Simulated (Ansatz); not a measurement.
# Phonons of ZnGeW in the AlB2 type, part 2 of 3

The plan: relax ZnGeW in the AlB2 type, check its phonons, and, if the lattice is stable, compute its Eliashberg function and ρ(T).

Ansatz 0.2.0; DFT PBEsol, scalar-relativistic, plane waves, PAW; PAW set soft_1.

So far. Step 2 (Rough relaxation): The largest force is now zero by symmetry and the largest stress component 0.23 GPa. Step 3 (Relaxing cell and atoms): The largest force is now zero by symmetry and the largest stress component 0.021 GPa. The relaxed cell has a = 4.403, c = 2.618 Å (conventional setting).

The structure was built from a prototype and need not be the compound's stable phase.

## 4. Tight relaxation

No force is left; the cell is relaxed once more with another smearing and tight thresholds.

input.yaml reads:

```yaml
crystal:
  lattice:
    - [4.4031885593, 0.0, 0.0]
    - [-2.2015942797, 3.81327315, 0.0]
    - [0.0, 0.0, 2.6181884522]
  atoms:
    - { symbol: W, position: [0.0, 0.0, 0.0] }
    - { symbol: Ge, position: [0.3333333333, 0.6666666667, 0.5] }
    - { symbol: Zn, position: [0.6666666667, 0.3333333333, 0.5] }
kpoints:
  mp_grid: { grid: [9, 9, 12] }
hamiltonian:
  xc: pbesol
  pseudopotentials: { kind: paw, azcp: { folder: soft_1 }, xc_functional: pbe }
scf:
  occupations: { method: methfessel_paxton, width: 0.2 }
output:
  forces: true
  stress: true
  eigenvalues: true
relax:
  adjacent_minimum: "off"
  f_tol: 0.001
  max_steps: 60
  cell: { stress_tol: 0.01 }
```

Run with:

```console
ansatz run input.yaml --threads 4 --pin off --max-ram 12288MiB --backend cpu --events-out ev --progress --plain --runs-dir out
```

Numbers of over 12 decimals in the logs are rounded to 6 here.

The program printed:

```text
[the first part of the log is left out]
  E_paw        = -12282.927819  (= ΣΔE_a)
  E_vpaw       = -874.570435  (= ΣTr[D̂ρ^β])
  E_aug_tail   = -0.000074  (compensation charges beyond the density's cutoff)
  E_ewald      = -4537.337431
  E_core_change = 1.937151  (= ΣΔE_core)
  E_smearing   = -0.003447  (= −TS)
  E_closure    = 0.000000  (closes the sum)
  Σ components = -17790.817774   (vs F -17790.817774, Δ=0.00e0)
[...]
--- Stress (GPa, compression-positive) ---
       -0.009005      -0.000000       0.000000
       -0.000000      -0.009005       0.000000
        0.000000       0.000000       0.008487
  P = ⅓ Tr σ = -0.0032 GPa (-0.032 kbar)
--- Band table (eV; the first three rows and the last of 84) ---
[...]
--- Relaxed structure (2 steps of the walk, 2 accepted, 1 SCFs on fresh bases) ---
[...]
cell:  # Å, volume = 43.9549 Å³
    - [4.402527, 2.8863235505437515e-11, 0.0]
    - [-2.201263, 3.812700, 0.0]
    - [0.0, 0.0, 2.618621]
  atoms:
    - { symbol: W, position: [0, 0, 0.0] }
    - { symbol: Ge, position: [0.333333, 0.666667, 0.500000] }
    - { symbol: Zn, position: [0.666667, 0.333333, 0.500000] }
```

It took 7.6 s on 4 threads of Arm Neoverse V2, shared host; peak memory 0.47 GiB.

Little changed from the start: no atom moved by 0.005 Å and no cell edge by 0.1 %.

This step gave:

```
pressure : -0.003174 GPa
```

The largest force is now zero by symmetry and the largest stress component 0.0090 GPa, small enough for phonons.

## 5. Lattice stability: q 2×2×2, k 4×4×6

Before any scattering is computed, the phonons show whether the structure is a minimum.

input.yaml reads:

```yaml
crystal:
  lattice:
    - [4.4025267916, 0.0, 0.0]
    - [-2.2012633958, 3.8127000424, 0.0]
    - [0.0, 0.0, 2.6186214389]
  atoms:
    - { symbol: W, position: [0.0, 0.0, 0.0] }
    - { symbol: Ge, position: [0.3333333333, 0.6666666667, 0.5] }
    - { symbol: Zn, position: [0.6666666667, 0.3333333333, 0.5] }
kpoints:
  mp_grid: { grid: [4, 4, 6] }
hamiltonian:
  xc: pbesol
  pseudopotentials: { kind: paw, azcp: { folder: soft_1 }, xc_functional: pbe }
scf:
  occupations: { method: methfessel_paxton, width: 0.2 }
output:
  eigenvalues: true
phonons:
  method: dfpt
  qmesh: [2, 2, 2]
  temperatures: { t_max: 1000, t_step: 50 }
  qpath:
    path:
      - [[0.0, 0.0, 0.0], [0.5, 0.0, 0.0], [0.33333333, 0.33333333, 0.0], [0.0, 0.0, 0.0], [0.0, 0.0, 0.5], [0.5, 0.0, 0.5], [0.33333333, 0.33333333, 0.5], [0.0, 0.0, 0.5]]
      - [[0.5, 0.0, 0.5], [0.5, 0.0, 0.0]]
      - [[0.33333333, 0.33333333, 0.5], [0.33333333, 0.33333333, 0.0]]
    npoints: 10
```

The program printed:

```text
Warning: phonons: the dynamical matrix that this run interpolates holds no multipole term above the dipole-dipole one, and a site of this crystal is no centre of inversion, so its interpolated transverse optical and acoustic branches and sound speeds can stay off near Gamma, and the density of states and the thermodynamics with them. What a run solves at a wave vector of phonons.qpoints, Gamma apart, where the deck admits one, is free of this, and under fd what a larger phonons.supercell samples
[...]
Crystal: 3 atoms, lattice volume = 43.955 Å³
Basis set: ecut = 420 eV, 879 PW (Γ), exchange–correlation on 60×60×36 points (8 copies of the dense FFT grid, shifted against one another)
Bands: 24, of which v1, the nominal top of the filled ones, is band 20 counted from 1 (19 counted from 0)
Symmetry: 12 space group operations
k-points: 16 of 96 (time reversal used)
[...]
SCF iter   1: F=—  HF=-17791.207979 eV  |F-HF|=—  |Δ(HF+E_count)|=         —  Δρ=5.50e-2  dr2=1.59e0  ethr=3.10e-3  ⟨swp⟩=5.2  Hψ=1811  notcnv=0
[...]
SCF iter  11: F=-17790.807607 eV  HF=-17790.807607 eV  |F-HF|=3.64e-12  |Δ(HF+E_count)|=  1.09e-11  S|Δr|=    0.00e0  Δρ=9.06e-8  dr2=4.47e-12  ethr=1.00e-12  ⟨swp⟩=6.1  Hψ=1711  notcnv=0
SCF 1 converged in 11 iterations: F = -17790.807607 eV  dr2 = 4.47e-12
[...]
SCF iter   1: F=—  HF=-17790.807609 eV  |F-HF|=—  |Δ(HF+E_count)|=         —  Δρ=4.89e-7  dr2=1.25e-10  ethr=1.48e-7  ⟨swp⟩=2.9  Hψ=2744  notcnv=0
eigensolver tolerance schedule: the retry pair's looser diagonalisation over-reported the residual by 472986.61 of it (diagonalisation noise at an unbounded share of the residual, at the tolerance the schedule requests for it); recorded, not acted on — ethr = c·dr2/N_el stays at c = 1.0e-1
[...]
SCF iter   2: F=—  HF=-17790.807607 eV  |F-HF|=—  |Δ(HF+E_count)|=   1.22e-6  S|Δr|=    0.00e0  Δρ=2.96e-7  dr2=6.36e-11  ethr=1.00e-12  ⟨swp⟩=3.4  Hψ=953  notcnv=0
[...]
SCF iter   4: F=-17790.807607 eV  HF=-17790.807607 eV  |F-HF|=0.00e0  |Δ(HF+E_count)|=    0.00e0  S|Δr|=    0.00e0  Δρ=1.17e-7  dr2=5.37e-12  ethr=1.00e-12  ⟨swp⟩=2.6  Hψ=813  notcnv=0
SCF 2 converged in 4 iterations: F = -17790.807607 eV  dr2 = 5.37e-12
phonons: the bands overlap, so this run is a metal and interpolates without the dipole-dipole term. If the crystal is really an insulator or semiconductor, its LO-TO splitting is missing
NSCF: frozen V_eff on 16 k-points
[...]
DFPT response loops at q = (0, 0, 0) (fractional): preconditioner auto → Kerker (q_TF=auto, 2.686 Å⁻¹) (partly filled bands, converged f_vac=0.000); β = 1.00, the filter's whole step (`scf.mixing.beta` (0.50) is not read by the response loops under this deck's `scf.mixing.preconditioner`; to damp them name `kerker` or `kerker_dos`, under which they read `scf.mixing.beta`, and type it under 1.00, their step now; both keys bind the ground state too); Broyden in place of MSR1
[...]
SCF converged after 11 iterations
Stability not checked: this state was not tested for a lower state beside it, because cold or Methfessel-Paxton smearing, or corrected tetrahedra, fill the levels in a way that the test cannot read (fill_not_monotonic; see scf.lower_state_search)
Free energy (F): -17790.807607 eV
[...]
Internal energy: -17790.811375 eV  (E = F + TS)
E sigma→0 (E₀):  -17790.808549 eV
Entropy (-TS):   0.003767 eV (1.256 meV/atom)
Fermi energy:    17.104084 eV
Step filling:    the computed levels leave a gap of 0.1259 eV = 0.6 smearing widths at the electron count; against every level under it full and every level over it empty, smearing changes F+E_penalty+E_count by +2.374 meV and its σ→0 estimate by +1.432 meV
[...]
--- Band table (eV; the first three rows and the last of 16) ---
  k-point 0: bands = [... 16 lower, 12.2262, 12.5601, 14.5288, 17.9538, 17.9538, 19.7228, 19.7228, 22.0837]
  k-point 1: bands = [... 16 lower, 12.8743, 13.9153, 15.0321, 16.3018, 16.3018, 20.2855, 21.0457, 21.0457]
  k-point 2: bands = [... 16 lower, 14.2789, 14.2789, 14.7929, 14.7929, 16.3106, 19.6546, 20.1092, 20.1092]
  k-point 15: bands = [... 16 lower, 12.0012, 14.3687, 14.4730, 17.1174, 17.3531, 17.9489, 19.6477, 19.9210]
--- Phonons (Γ-DFPT): 6 representative perturbations + reference (Σ response iterations 19) ---
  ASR residual: 1.228e-4 → 0.000e0 eV/Å²; symmetrization residual: 5.738e-6 eV/Å²
  ASR residual per site (eV/Å²): 3.27e-5 4.09e-6 1.23e-4
  Γ frequencies (cm⁻¹): -64.04 0.00 0.00 0.00 88.71 110.42 110.42 234.09 234.09
--- Phonons (arbitrary-q DFPT): 4 irreducible q on the 2×2×2 mesh ---
  q = [0.0000, 0.0000, 0.0000] (star 1, of the zone-centre solve; hermiticity 1.40e-6, symmetrization 6.99e-13): -64.04 -0.00 0.00 0.00 88.71 110.42 110.42 234.09 234.09
  q = [0.0000, 0.0000, -0.5000] (star 1, 6 solved perturbations in 132 linear systems a pass and spin channel, the states on 28 of 96 k-point pairs; hermiticity 3.87e-7, symmetrization 2.30e-12): -90.12 -90.12 100.22 100.22 164.56 204.33 207.26 207.26 234.98
  q = [0.0000, -0.5000, 0.0000] (star 3, 9 solved perturbations on 28 of 96 k-point pairs; hermiticity 1.48e-6, symmetrization 5.65e-14): -60.98 -27.93 39.48 89.15 103.89 106.33 159.92 218.97 238.93
[...]
sum rule: each row above includes the acoustic sum rule's correction from the zone centre's row sums; it moved no ω² by more than (0.71 cm⁻¹)²
  mesh force constants: q→R imaginary residual 9.88e-18; ASR residual 1.228e-4 → 0.000e0 eV/Å²; symmetrization residual 1.243e-14 eV/Å²
  interpolated dispersion: 93 rows × 9 modes
  density of states and harmonic sums: on the 16×16×24 q-mesh, interpolated from the force constants of a 2×2×2 supercell (no non-analytic term)
  largest difference from the sums on the solved wave vectors: F 1.80e-1 eV, S 2.57e-4 and C_V 7.72e-5 eV/K
  zero-point energy: 0.072810 eV/cell   skipped modes (ω ≤ 0): 293, of them read as no rigid motion or as one in doubt: 290 (6.089e-1 modes/cell left out, lowest -90.12 cm⁻¹)   left out of the sums: 6.77e-2 of the cell's modes: C_V's classical limit lies that fraction below 3 k_B per atom; for a crystal, a wire or a layer, F and S can be off by more, and a phonons.interpolated_qmesh denser along its periods is the remedy for the sampling
```

Wall time 28 s (4 threads); peak memory 0.54 GiB.

Numbers from this step:

```
share of imaginary modes in the plain interpolation between solved wavevectors : 0.0682
highest frequency, solved or plainly interpolated                              : 244.5 cm⁻¹
```

Solved on the 2×2×2 mesh alone; all other wavevectors are interpolated. Phonon branches along the path, in cm⁻¹:

```
    point  branch 1  branch 2  branch 3  branch 4  branch 5  branch 6  branch 7  branch 8  branch 9
        Γ       -64         0         0         0        89       110       110       234       234
        M       -61       -28        40        89       104       106       160       219       239
        K       -60       -22        73        82        87       100       192       195       244
        Γ       -64         0         0         0        89       110       110       234       234
        A       -90       -90       100       100       165       204       207       207       235
        L        30        70       138       139       170       187       211       212       214
        H        74       113       114       152       173       178       185       210       229
        A       -90       -90       100       100       165       204       207       207       235
jump to L        30        70       138       139       170       187       211       212       214
        M       -61       -28        40        89       104       106       160       219       239
jump to H        74       113       114       152       173       178       185       210       229
        K       -60       -22        73        82        87       100       192       195       244
```

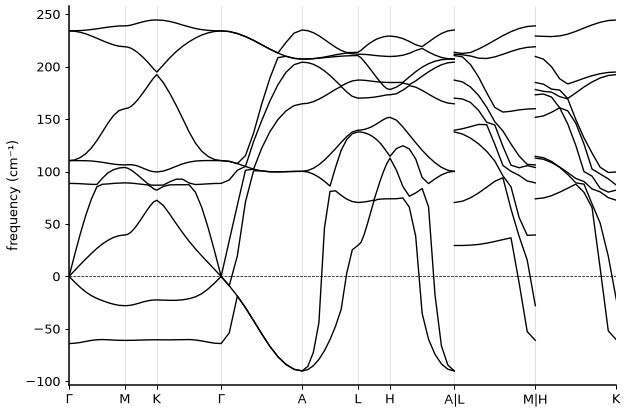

Phonon branches along the path.

Lowest modes at the softest wavevector of the mesh. The modes at q = (0.000, 0.000, 0.500) (shares of kinetic energy by element, %) (negative means imaginary):

```csv
mode,frequency (cm⁻¹),W %,Ge %,Zn %
1,-90.1,100,0,0
2,-90.1,100,0,0
3,100.2,0,66,34
4,100.2,0,66,34
5,164.6,0,25,75
6,204.3,100,0,0
```

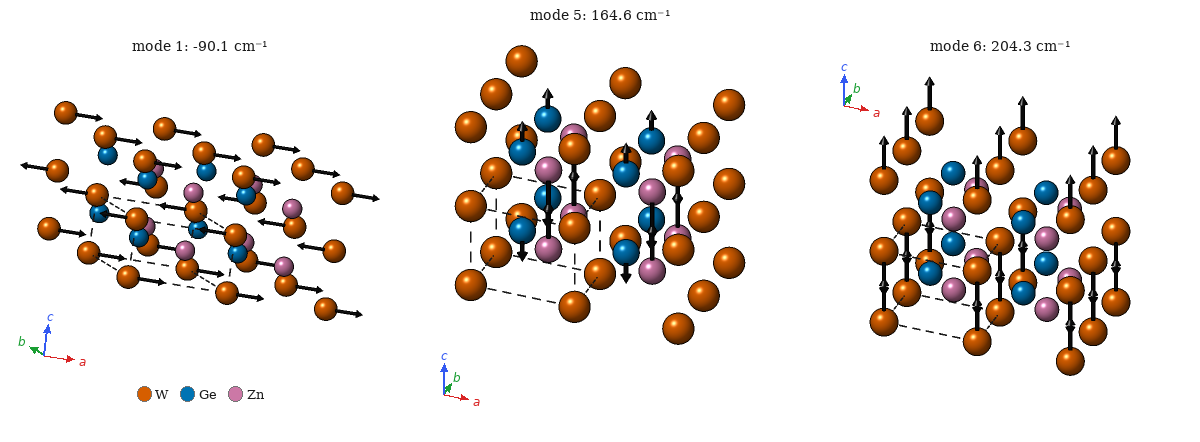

Displacement patterns of modes 1, 5 and 6 at q = (0.000, 0.000, 0.500); arrows are exaggerated. 2×2×2 cells are drawn. Some periodic images of atoms are drawn too.

Among the solved wavevectors the lowest mode, translations apart, is -90.1 cm⁻¹, imaginary.

## 6. Phonons: q 3×3×3, k 6×6×9

An imaginary mode on so few k-points may come from the sampling, so the phonons are repeated with another q and k mesh.

Edit input.yaml of step 5 so:

```diff
@@ -10,3 +10,3 @@
 kpoints:
-  mp_grid: { grid: [4, 4, 6] }
+  mp_grid: { grid: [6, 6, 9] }
 hamiltonian:
@@ -20,3 +20,3 @@
   method: dfpt
-  qmesh: [2, 2, 2]
+  qmesh: [3, 3, 3]
   temperatures: { t_max: 1000, t_step: 50 }
```

The program printed:

```text
[...]
Crystal: 3 atoms, lattice volume = 43.955 Å³
Basis set: ecut = 420 eV, 879 PW (Γ), exchange–correlation on 60×60×36 points (8 copies of the dense FFT grid, shifted against one another)
Bands: 24, of which v1, the nominal top of the filled ones, is band 20 counted from 1 (19 counted from 0)
Symmetry: 12 space group operations
k-points: 35 of 324 (time reversal used)
[...]
SCF iter   1: F=—  HF=-17791.248559 eV  |F-HF|=—  |Δ(HF+E_count)|=         —  Δρ=5.57e-2  dr2=1.59e0  ethr=3.10e-3  ⟨swp⟩=5.1  Hψ=3983  notcnv=0
[...]
SCF iter  10: F=-17790.826732 eV  HF=-17790.826732 eV  |F-HF|=3.64e-12  |Δ(HF+E_count)|=  2.18e-11  S|Δr|=    0.00e0  Δρ=7.82e-8  dr2=8.60e-13  ethr=1.00e-12  ⟨swp⟩=5.7  Hψ=3780  notcnv=0
SCF 1 converged in 10 iterations: F = -17790.826732 eV  dr2 = 8.60e-13
[...]
SCF iter   5: F=-17790.826732 eV  HF=-17790.826732 eV  |F-HF|=3.64e-12  |Δ(HF+E_count)|=  1.09e-11  S|Δr|=    0.00e0  Δρ=6.24e-8  dr2=2.00e-12  ethr=1.00e-12  ⟨swp⟩=2.7  Hψ=1804  notcnv=0
SCF 2 converged in 5 iterations: F = -17790.826732 eV  dr2 = 2.00e-12
[...]
SCF converged after 10 iterations
[...]
Free energy (F): -17790.826732 eV
[...]
Internal energy: -17790.820615 eV  (E = F + TS)
E sigma→0 (E₀):  -17790.825203 eV
Entropy (-TS):   -0.006117 eV (-2.039 meV/atom)
Fermi energy:    17.037801 eV
[...]
--- Band table (eV; the first three rows and the last of 35) ---
  k-point 0: bands = [... 16 lower, 12.2137, 12.5863, 14.5428, 17.9513, 17.9513, 19.7048, 19.7048, 22.0507]
  k-point 1: bands = [... 16 lower, 12.5106, 13.2254, 14.7668, 17.0105, 17.0105, 20.5012, 20.5012, 21.8003]
  k-point 2: bands = [... 16 lower, 13.3263, 14.7185, 15.3465, 15.6088, 15.6088, 19.0224, 21.1510, 21.1510]
  k-point 34: bands = [... 16 lower, 12.4257, 14.5397, 14.7174, 17.0264, 17.0467, 18.3881, 18.5984, 19.7691]
[...]
ASR residual: 8.984e-5 → 0.000e0 eV/Å²; symmetrization residual: 8.372e-6 eV/Å²
  ASR residual per site (eV/Å²): 1.94e-5 2.79e-5 8.98e-5
  Γ frequencies (cm⁻¹): -25.23 0.00 0.00 0.00 92.43 123.88 123.88 221.21 221.21
--- Phonons (arbitrary-q DFPT): 6 irreducible q on the 3×3×3 mesh ---
[...]
interpolated dispersion: 93 rows × 9 modes
[...]
```

Wall time 2.4 min (4 threads); peak memory 0.9 GiB.

This step gave:

```
share of imaginary modes in the plain interpolation between solved wavevectors : 0.01
highest frequency, solved or plainly interpolated                              : 244.9 cm⁻¹
```

Solved on the 3×3×3 mesh alone; all other wavevectors are interpolated. Phonon branches along the path, in cm⁻¹:

```
    point  branch 1  branch 2  branch 3  branch 4  branch 5  branch 6  branch 7  branch 8  branch 9
        Γ       -25         0         0         0        92       124       124       221       221
        M       -15        16        76        89       108       110       155       219       236
        K        21        59        73        82        85       111       189       194       245
        Γ       -25         0         0         0        92       124       124       221       221
        A        78        78       106       106       177       212       212       213       236
        L        67        82       113       139       176       188       211       221       222
        H        83        90       103       158       170       186       189       220       229
        A        78        78       106       106       177       212       212       213       236
jump to L        67        82       113       139       176       188       211       221       222
        M       -15        16        76        89       108       110       155       219       236
jump to H        83        90       103       158       170       186       189       220       229
        K        21        59        73        82        85       111       189       194       245
```

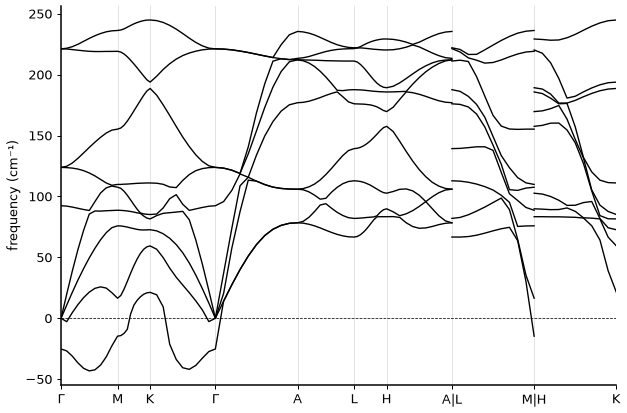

Phonon branches along the path.

Lowest modes at the softest wavevector of the mesh. Modes at q = (0.333, 0.000, 0.000), with each element's share of the kinetic energy (negative means imaginary):

| mode | frequency (cm⁻¹) | W % | Ge % | Zn % |
| --- | --- | --- | --- | --- |
| 1 | -40.0 | 56 | 40 | 4 |
| 2 | 25.7 | 37 | 59 | 4 |
| 3 | 62.3 | 70 | 13 | 17 |
| 4 | 88.0 | 7 | 1 | 92 |
| 5 | 100.8 | 96 | 1 | 3 |
| 6 | 115.0 | 26 | 44 | 29 |

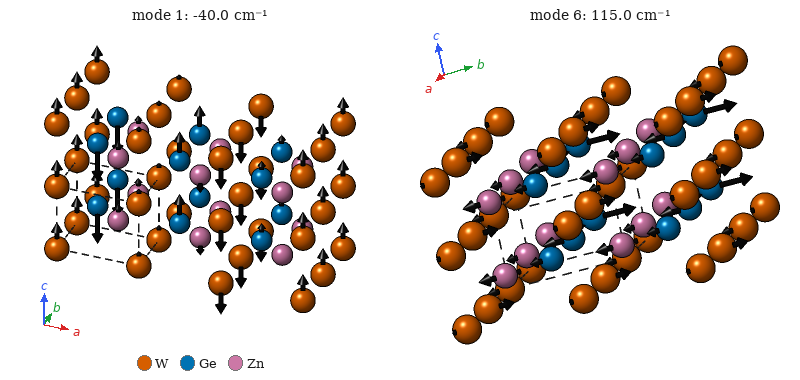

Displacement patterns of modes 1 and 6 at q = (0.333, 0.000, 0.000); arrows are exaggerated. 3×2×2 cells are drawn. Some periodic images of atoms are drawn too.

The modes has structure finer than the step of the table below, so its rows give means over 20 cm⁻¹, whole bins alone (the curve runs from -53.2 to 262 cm⁻¹). Peaks (cm⁻¹: height): Ge 89.6: 0.0208, 139.2: 0.0161, 176.9: 0.0156, 218.6: 0.0374; W 71.8: 0.0585, 105.5: 0.0472; Zn 89.6: 0.0325, 133.3: 0.0165, 182.9: 0.0232, 214.6: 0.0352.

Phonopy on the run's constants, 15x15x21 mesh, Gaussian sigma 2.3 cm⁻¹. The modes by wavenumber; means over each step; values in 1/cm⁻¹/cell:

| wavenumber (cm⁻¹) | Ge | W | Zn |
| --- | --- | --- | --- |
| -40 | 6.4e-4 | 8.6e-4 | 6.5e-5 |
| -20 | 0.00129 | 0.00128 | 1.1e-4 |
| 0 | 4.4e-4 | 2.0e-4 | 4.4e-5 |
| 20 | 0.00194 | 0.00134 | 2.7e-4 |
| 40 | 0.00427 | 0.00574 | 0.00109 |
| 60 | 0.00604 | 0.0217 | 0.00348 |
| 80 | 0.0117 | 0.0328 | 0.0124 |
| 100 | 0.0185 | 0.0362 | 0.0200 |
| 120 | 0.0141 | 0.0156 | 0.0121 |
| 140 | 0.0138 | 0.00582 | 0.0133 |
| 160 | 0.0122 | 0.00622 | 0.0140 |
| 180 | 0.0101 | 0.00798 | 0.0194 |
| 200 | 0.0161 | 0.00667 | 0.0152 |
| 220 | 0.0310 | 0.00691 | 0.0300 |
| 240 | 0.00790 | 5.7e-4 | 0.00848 |

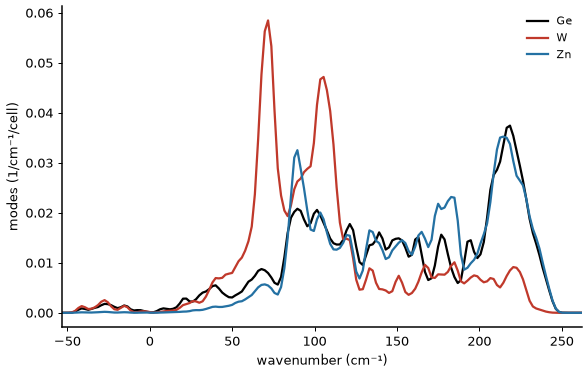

Modes against wavenumber.

No LO-TO term; unit eigenvectors of the mass-weighted matrix. Modes at Γ, with each element's share of the kinetic energy (negative means imaginary):

```csv
mode,frequency (cm⁻¹),symmetry,W %,Ge %,Zn %
1,-25.2,A2'',23,76,1
2,0.0,unnamed,57,23,20
3,0.0,unnamed,57,23,20
4,0.0,unnamed,57,23,20
5,92.4,A2'',20,2,79
6,123.9,E',42,38,19
7,123.9,E',42,38,19
8,221.2,E',1,39,61
9,221.2,E',1,39,61
```

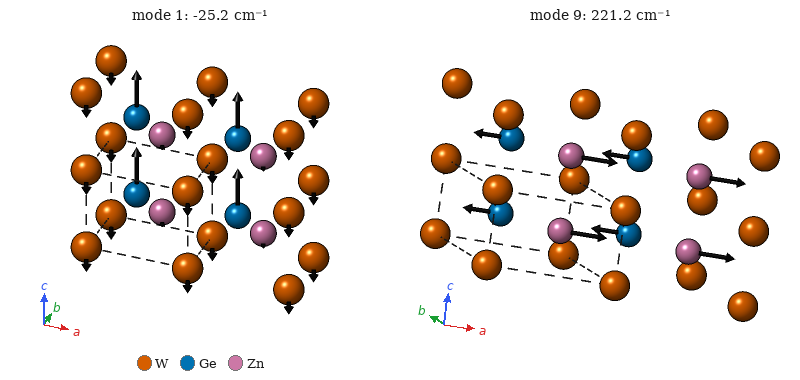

Displacement patterns of modes 1 and 9 at Γ; arrows are exaggerated. 2×1×2 cells are drawn. Some periodic images of atoms are drawn too.

Among the solved wavevectors the lowest mode, translations apart, is -40 cm⁻¹, imaginary.

[end of part 2 of 3]

[Logs are printed without paths, hosts, clocks, repeated set-up lines and the standing remarks that a program may print on its own settings, such as how far it seeks lower states.]

[Hosts, paths, dates, database ids (printed as entryN), source tags and the programs' standing remarks are cut or masked in the printed files.]
